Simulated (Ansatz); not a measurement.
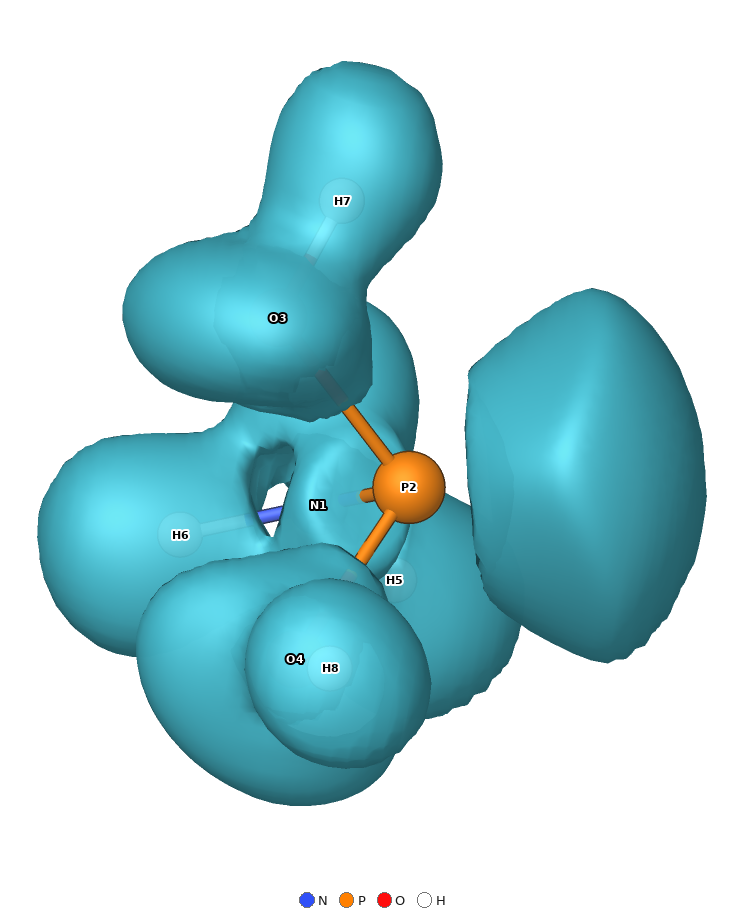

*H$_{4}$NO$_{2}$P (SMILES NP(O)O). Isosurface of the electron localisation function at 0.75 (cyan), seen at an oblique angle. Only the valence region is drawn (cores and ρ < 0.01 e/Å³ removed).*

Theory: RKS PBE0-D4/def2-SVP (Ansatz).

```xyz
8

N    -0.4391    1.2354   -0.0084
P     0.2344   -0.1726   -0.6425
O     1.4018   -0.4796    0.5013
O    -0.8611   -1.2793   -0.0693
H    -1.0430    1.7528   -0.6389
H    -0.8288    1.1788    0.9320
H     2.2451   -0.1179    0.2042
H    -0.6171   -2.1745   -0.3342
```

Q: Describe the localisation domains.

A: At this value the surface marks out one lobe on P, pointing away from the bonds (lone pairs), one joined region spread over several atoms (H, N), in which their bonds and any lone pairs are merged and two joined regions spread over several atoms (H, O), in which their bonds and any lone pairs are merged. Profiles from the grid: P–O (1.66 Å): the ELF peaks at about 0.85 between the atoms, as expected for a polar covalent bond. P–N (1.68 Å): the ELF peaks at about 0.90 between the atoms; a shared but strongly polarised pair.
